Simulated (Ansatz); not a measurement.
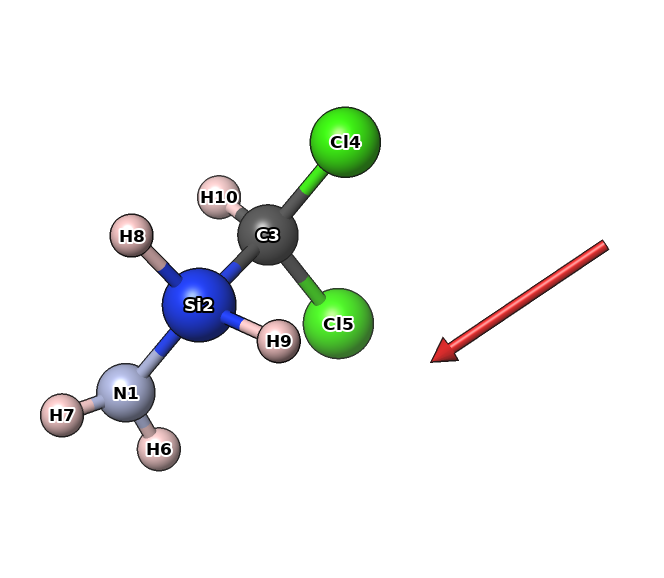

The arrow beside the molecule shows the direction of the dipole moment, from the negative to the positive end (its length means nothing). The computed structure is the end point of a PBE-D4/def2-SVP optimisation. No frequency run is at hand to confirm it as a minimum. Method: RKS PBE-D4/def2-SVP (Ansatz 0.2.0).

Q: Estimate the dipole moment.

A: 2.51 D; it points from the side of Cl4 to the side of H7 (the outermost atoms at the two ends).
